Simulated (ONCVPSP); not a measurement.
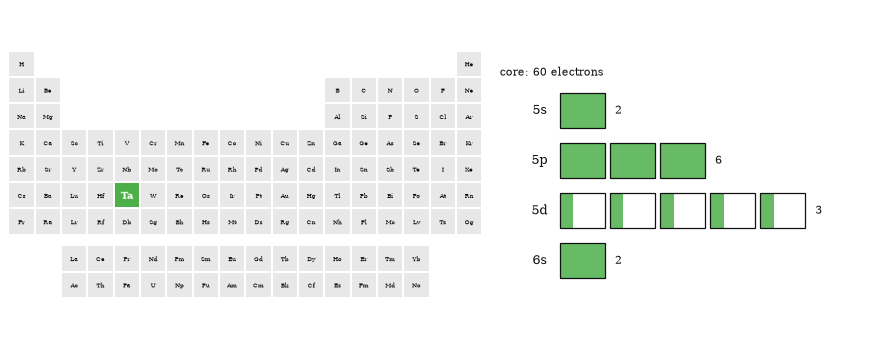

Figure 1. Left, the place of tantalum in the periodic table; right, the valence shells of the reference configuration: a box for each of the 2l + 1 orbitals, shaded by the share of the shell that is filled, with the electron count at the right. The shells are those of the unaltered input.

# Ta: pseudopotential generation

- system: tantalum (Ta, Z = 73), core [Kr] 4d10 4f14, reference valence 5s2 5p6 5d3 6s2, valence charge 13. (This line and the method describe the unaltered input from which the odd one was made.)
- method: ONCV potential, PBE, scalar-relativistic, made with ONCVPSP 4.0.1

### Input file
```
# ATOM AND REFERENCE CONFIGURATION
# atsym  z   nc   nv     iexc    psfile
  Ta 74.00   10    4        4      upf
#
#   n    l    f
    1    0    2.00
    2    0    2.00
    2    1    6.00
    3    0    2.00
    3    1    6.00
    3    2   10.00
    4    0    2.00
    4    1    6.00
    4    2   10.00
    4    3   14.00
    5    0    2.00
    5    1    6.00
    5    2    3.00
    6    0    2.00
#
# PSEUDOPOTENTIAL AND OPTIMIZATION
# lmax
    2
#
#   l,   rc,      ep,       ncon, nbas, qcut
    0    1.60    0.00    4    9    6.80
    1    2.10    0.00    3    7    6.60
    2    1.70    0.00    4    9    5.60
#
# LOCAL POTENTIAL
# lloc, lpopt,  rc(5),   dvloc0
    4    5    1.00    6.00
#
# VANDERBILT-KLEINMAN-BYLANDER PROJECTORs
# l, nproj, debl
    0    2    3.20
    1    2    1.80
    2    2    1.50
#
# MODEL CORE CHARGE
# icmod, fcfact, rcfact
    3    3.25    1.35
#
# LOG DERIVATIVE ANALYSIS
# epsh1, epsh2, depsh
   -4.00    5.00    0.02
#
# OUTPUT GRID
# rlmax, drl
    6.00    0.01
#
# TEST CONFIGURATIONS
# ncnf
    4
# nvcnf
#   n    l    f
    4
    5    0    2.00
    5    1    6.00
    5    2    3.00
    6    0    1.00
#
    4
    5    0    2.00
    5    1    6.00
    5    2    3.00
    6    0    0.00
#
    4
    5    0    2.00
    5    1    6.00
    5    2    2.00
    6    0    0.00
#
    4
    5    0    2.00
    5    1    6.00
    5    2    4.00
    6    0    1.00
#
```

Hardware: 1 CPU thread, shared host.

Launched with:
```bash
oncvpsp.x < Ta.dat > Ta.out
```

### The program's output (extracts)
```
ONCVPSP  (Optimized Norm-Conservinng Vanderbilt PSeudopotential)
scalar-relativistic version 4.0.1

#   n    l    f        energy (Ha)
    1    0    2.00    -2.5543929E+03
    2    0    2.00    -4.4119140E+02
    2    1    6.00    -3.8584755E+02
    3    0    2.00    -1.0189968E+02
    3    1    6.00    -8.5513215E+01
    3    2   10.00    -6.6680162E+01
    4    0    2.00    -2.1321317E+01
    4    1    6.00    -1.5947497E+01
    4    2   10.00    -9.1397665E+00
    4    3   14.00    -1.5975532E+00
    5    0    2.00    -3.2804508E+00
    5    1    6.00    -1.9558417E+00
    5    2    3.00    -4.9588747E-01
    6    0    2.00    -4.8273098E-01

Reference configufation results
  iterations    31
  all-electron total energy (Ha)   -1.61421889D+04

Begin loop to  construct optimized pseudo wave functions
and semi-local pseudopoentials for all angular momenta

Calculating optimized projector #   1

 for l=   0

    Fraction of norm inside rc  0.925061
    Optimizing pswf for qcut=   6.79 a_B^-1,  ecut=  23.08 Ha
    Residual kinetic energy error=  5.97D-05 Ha

    Energy error per electron        Cutoff
         Ha          eV             Ha
         0.01000     0.27211       14.73
         0.00100     0.02721       18.75
         0.00010     0.00272       22.63
         0.00001     0.00027       81.78

Calculating optimized projector #   2

 for l=   0

    Fraction of norm inside rc  0.064667
    Optimizing pswf for qcut=   6.79 a_B^-1,  ecut=  23.08 Ha
    Residual kinetic energy error=  4.76D-05 Ha

    Energy error per electron        Cutoff
         Ha          eV             Ha
         0.01000     0.27211       12.63
         0.00100     0.02721       18.05
         0.00010     0.00272       21.99
         0.00001     0.00027       43.05

WARNING wellstate: negative energy specified for n= 6 l=  1
WARNING scattering state with energy  0.25000000
WARNING will be used for the first projector

   Wellstate for l =  1  n =  7
     eigenvalue =   0.2500
     asymptotic potential =   0.7500
     half-point radius =  6.4285

Calculating optimized projector #   1

 for l=   1

    Fraction of norm inside rc  0.960405
    Optimizing pswf for qcut=   6.61 a_B^-1,  ecut=  21.83 Ha
    Residual kinetic energy error=  3.06D-08 Ha

    Energy error per electron        Cutoff
         Ha          eV             Ha
         0.01000     0.27211        9.34
         0.00100     0.02721       12.13
         0.00010     0.00272       14.50
         0.00001     0.00027       16.46

Calculating optimized projector #   2

 for l=   1

    Fraction of norm inside rc  0.074246
    Optimizing pswf for qcut=   6.61 a_B^-1,  ecut=  21.83 Ha
    Residual kinetic energy error=  1.64D-07 Ha

    Energy error per electron        Cutoff
         Ha          eV             Ha
         0.01000     0.27211        7.15
         0.00100     0.02721        9.92
         0.00010     0.00272       12.11
         0.00001     0.00027       13.83

   Wellstate for l =  2  n =  6
     eigenvalue =   1.0041
     asymptotic potential =   1.5041
     half-point radius =  2.8770

Calculating optimized projector #   1

 for l=   2

    Fraction of norm inside rc  0.471809
    Optimizing pswf for qcut=   5.61 a_B^-1,  ecut=  15.74 Ha
    Residual kinetic energy error=  2.64D-04 Ha

    Energy error per electron        Cutoff
         Ha          eV             Ha
         0.01000     0.27211       10.77
         0.00100     0.02721       13.98
         0.00010     0.00272       17.98
         0.00001     0.00027       65.98

Calculating optimized projector #   2

 for l=   2

    Fraction of norm inside rc  0.180872
    Optimizing pswf for qcut=   5.61 a_B^-1,  ecut=  15.74 Ha
    Residual kinetic energy error=  6.13D-04 Ha

    Energy error per electron        Cutoff
         Ha          eV             Ha
         0.01000     0.27211       11.52
         0.00100     0.02721       15.19
         0.00010     0.00272       20.77
         0.00001     0.00027       40.74

Construct Vanderbilt / Kleinmman-Bylander projectors

B matrix Hermiticity error, ll=   0
   1   2    4.2687E-04

  Orthonormal projector coefficients  1.3269E+01  2.0045E+00

B matrix Hermiticity error, ll=   1
   1   2   -2.0519E-04

  Orthonormal projector coefficients  7.0718E+00  9.1883E-01

B matrix Hermiticity error, ll=   2
   1   2    1.8665E-04

  Orthonormal projector coefficients  5.3192E+00  8.1357E-01

Model core correction analysis
  based on d2Exc/dn_idn_j

d2excae - all-electron derivatives

   -2.891200D-02   -2.539819D-02   -1.222485D-02   -2.055933D-03
   -2.539817D-02   -2.571023D-02   -1.640832D-02   -3.332313D-03
   -1.222477D-02   -1.640825D-02   -2.043395D-02   -1.441709D-02
   -2.055661D-03   -3.331579D-03   -1.441465D-02   -2.875624D-02

d2excps - pseudofunction derivatives with no core correction

   -4.623750D-02   -3.637068D-02   -1.514374D-02   -3.811988D-03
   -3.637205D-02   -3.291202D-02   -1.855057D-02   -4.462892D-03
   -1.514400D-02   -1.855054D-02   -2.189229D-02   -1.478504D-02
   -3.812056D-03   -4.462164D-03   -1.478247D-02   -2.921701D-02

rms 2nd derivative error    6.277018E-03

rmatch, rhocmatch    0.9527    9.7142

Teter function model core charge with specified parameters

d2excps - pseudofunction derivatives with core correction

   -3.160101D-02   -2.730108D-02   -1.313355D-02   -2.441518D-03
   -2.730114D-02   -2.646646D-02   -1.695231D-02   -3.708334D-03
   -1.313348D-02   -1.695222D-02   -2.135249D-02   -1.463981D-02
   -2.441239D-03   -3.707562D-03   -1.463720D-02   -2.902867D-02

rms 2nd derivative error    1.086434E-03

Pseudoatom total energy  -68.540451

Diagnostic tests using Vanderbilt-Kleinman-Bylander pseudopotentials
  1 or more projectors used as specified by nproj input data

   l    rcore       rmatch      e in        delta e   norm test  slope test

   0   1.6030992   1.6517728  -3.2804508   0.0000006   1.0002031   1.0001986
   0   1.6030992   1.6517728  -0.4827310   0.0000072   1.0000575   1.0000497

   1   2.1108993   2.1749907  -1.9558417   0.0000006   1.0001507   1.0001473
   1   2.1108993   2.1749907   0.2500000   0.0000325   1.0001699   1.0001699

   2   1.7019242   1.7535983  -0.4958875   0.0000029   1.0000741   1.0000888
   2   1.7019242   1.7535983   1.0041125   0.0000055   1.0002956   1.0002956

 Testing for bound ghosts
   n   l    E NL Schr. Eq   E Basis Diag.   E Cutoff

   1   0       -3.280450       -3.280447    136.41
   2   0       -0.482724       -0.434585    136.41

   2   1       -1.955841       -1.955783     50.45

   3   2       -0.495885       -0.491285    152.77

 Testing for highly-localized positive-energy ghosts
       l    <radius>/rc     E Basis Diag.   E Cutoff

       0        0.375777        3.760284    136.41  WARNING - GHOST(+)

Test configuration 0

   n   l     f        eae           eps        diff
   1   0  2.0000-2554.39289781
   2   0  2.0000 -441.19140350
   2   1  6.0000 -385.84755109
   3   0  2.0000 -101.89968042
   3   1  6.0000  -85.51321504
   3   2 10.0000  -66.68016248
   4   0  2.0000  -21.32131674
   4   1  6.0000  -15.94749708
   4   2 10.0000   -9.13976645
   4   3 14.0000   -1.59755325
   5   0  2.0000   -3.28045078   -3.28045015    6.32D-07
   5   1  6.0000   -1.95584167   -1.95584109    5.72D-07
   5   2  3.0000   -0.49588747   -0.49588454    2.93D-06
   6   0  2.0000   -0.48273098   -0.48272380    7.18D-06

    Total energies and differences
      AE_ref= -1.61421889D+04  AE_tst= -1.61421889D+04  dif=  0.00D+00
      PS_ref= -6.85404505D+01  PS_tst= -6.85404505D+01  dif= -3.41D-13
      PSP excitation error=  3.41D-13

Test configuration 1

   n   l     f        eae           eps        diff
   1   0  2.0000-2554.72481990
   2   0  2.0000 -441.52103890
   2   1  6.0000 -386.17728132
   3   0  2.0000 -102.22887696
   3   1  6.0000  -85.84241975
   3   2 10.0000  -67.00931100
   4   0  2.0000  -21.65046799
   4   1  6.0000  -16.27661185
   4   2 10.0000   -9.46874079
   4   3 14.0000   -1.92617030
   5   0  2.0000   -3.60793839   -3.60931828   -1.38D-03
   5   1  6.0000   -2.28235977   -2.28305421   -6.94D-04
   5   2  3.0000   -0.80648965   -0.80639064    9.90D-05
   6   0  1.0000   -0.75271542   -0.75257597    1.39D-04

    Total energies and differences
      AE_ref= -1.61421889D+04  AE_tst= -1.61415729D+04  dif=  6.16D-01
      PS_ref= -6.85404505D+01  PS_tst= -6.79243522D+01  dif=  6.16D-01
      PSP excitation error= -1.44D-04

Test configuration 2

   n   l     f        eae           eps        diff
   1   0  2.0000-2555.09139038
   2   0  2.0000 -441.88462466
   2   1  6.0000 -386.54100199
   3   0  2.0000 -102.59157382
   3   1  6.0000  -86.20512918
   3   2 10.0000  -67.37199265
   4   0  2.0000  -22.01305344
   4   1  6.0000  -16.63916079
   4   2 10.0000   -9.83111873
   4   3 14.0000   -2.28795387
   5   0  2.0000   -3.96754052   -3.97093358   -3.39D-03
   5   1  6.0000   -2.63955155   -2.64129557   -1.74D-03
   5   2  3.0000   -1.14320517   -1.14286938    3.36D-04

    Total energies and differences
      AE_ref= -1.61421889D+04  AE_tst= -1.61406779D+04  dif=  1.51D+00
      PS_ref= -6.85404505D+01  PS_tst= -6.70294034D+01  dif=  1.51D+00
      PSP excitation error= -8.79D-05

Test configuration 3

   n   l     f        eae           eps        diff
   1   0  2.0000-2555.62836786
   2   0  2.0000 -442.42377438
   2   1  6.0000 -387.08026706
   3   0  2.0000 -103.12580447
   3   1  6.0000  -86.73938466
   3   2 10.0000  -67.90706651
   4   0  2.0000  -22.54600042
   4   1  6.0000  -17.17223942
   4   2 10.0000  -10.36438424
   4   3 14.0000   -2.81933269
   5   0  2.0000   -4.48850882   -4.49506957   -6.56D-03
   5   1  6.0000   -3.14643021   -3.15133695   -4.91D-03
   5   2  2.0000   -1.59880518   -1.59941920   -6.14D-04

    Total energies and differences
      AE_ref= -1.61421889D+04  AE_tst= -1.61393104D+04  dif=  2.88D+00
      PS_ref= -6.85404505D+01  PS_tst= -6.56615376D+01  dif=  2.88D+00
      PSP excitation error= -4.56D-04

Test configuration 4

   n   l     f        eae           eps        diff
   1   0  2.0000-2554.29339267
   2   0  2.0000 -441.08744223
   2   1  6.0000 -385.74369191
   3   0  2.0000 -101.79738334
   3   1  6.0000  -85.41091876
   3   2 10.0000  -66.57739252
   4   0  2.0000  -21.21929772
   4   1  6.0000  -15.84531711
   4   2 10.0000   -9.03722917
   4   3 14.0000   -1.49534176
   5   0  2.0000   -3.18114191   -3.18170340   -5.61D-04
   5   1  6.0000   -1.86379527   -1.86344829    3.47D-04
   5   2  4.0000   -0.43098130   -0.43066118    3.20D-04
   6   0  1.0000   -0.44766545   -0.44771388   -4.84D-05

    Total energies and differences
      AE_ref= -1.61421889D+04  AE_tst= -1.61421869D+04  dif=  1.96D-03
      PS_ref= -6.85404505D+01  PS_tst= -6.85381531D+01  dif=  2.30D-03
      PSP excitation error= -3.41D-04
```

### What the run reported

- outcome: generated
- ghost flags of the generator: 0 GHOST(-), 1 GHOST(+)
- largest excitation error printed: 12 meV
- wall time: 4.5 s

### What is odd here

This input holds a deliberate oddity: z changed by +1 with the same occupations. The program ran to the end. The all-electron total energy moves by −540 Ha against the unaltered input (−15604.5591 Ha), so the atom computed isn't the one that the system line describes. Warnings of the program, in the generation or the tests: wellstate: negative energy specified for n= 6 l= 1.
